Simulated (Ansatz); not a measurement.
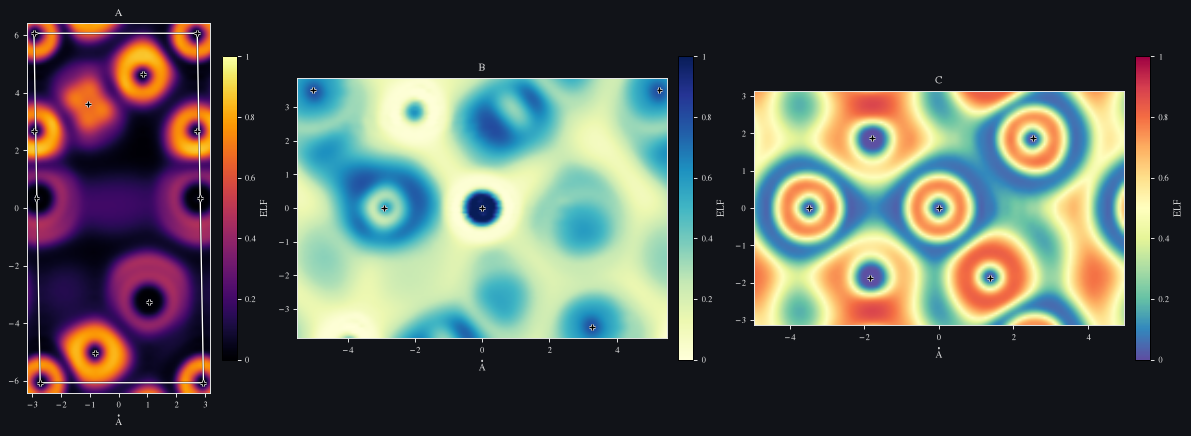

The ELF of 3 systems, each on a plane through atoms (crosses mark nuclei in the plane).

Method: Ansatz, DFT PBE, scalar-relativistic, plane waves, PAW.

System 1: Sc3B2N, the (110) plane of the conventional cell. Space group P3m1; a generated structure, not necessarily the stable one; changed on purpose from its base cell (volume × 1.06, shape and atoms relaxed); computed pressure about −6 GPa in this cell.

System 2: Li2Si2Au3, the (011) plane of the conventional cell. Space group C2/m; a generated structure, not necessarily the stable one; computed without spin polarisation.

System 3: ScTl2PtN3, the (010) plane of the conventional cell. Space group Cm; a generated structure, not necessarily the stable one; changed on purpose from its base cell (volume × 0.97, shape and atoms relaxed).

```
Sc Tl Pt N
1.0
    -5.67310    0.00000   -0.01262
     0.00000    3.27463    0.00000
     0.24329    0.00000  -12.13884
Sc Tl Pt N
2 4 2 6
Direct
  0.54816 0.50000 0.60775
  0.04816 0.00000 0.60775
  0.54591 0.50000 0.13547
  0.04591 0.00000 0.13547
  0.72351 0.00000 0.83983
  0.22351 0.50000 0.83983
  0.87368 0.50000 0.40539
  0.37368 0.00000 0.40539
  0.88474 0.50000 0.69177
  0.38474 0.00000 0.69177
  0.71050 0.00000 0.49045
  0.21050 0.50000 0.49045
  0.53746 0.50000 0.32934
  0.03746 0.00000 0.32934
```

> Match each panel to its system.

Panel A is system 3, ScTl2PtN3: the plane holds Sc, Tl, Pt and N. Pt–N (2.10 Å): the ELF peaks at about 0.85 in the valence shell of N, 0.7 Å from its nucleus, and is about 0.30 at the midpoint. Panel B is system 2, Li2Si2Au3: the plane holds Li, Si and Au. Panel C is system 1, Sc3B2N: the plane holds Sc, B and N. Sc–B (2.50 Å): the ELF peaks at about 0.65 in the valence shell of B, 0.8 Å from its nucleus, and is about 0.20 at the midpoint.
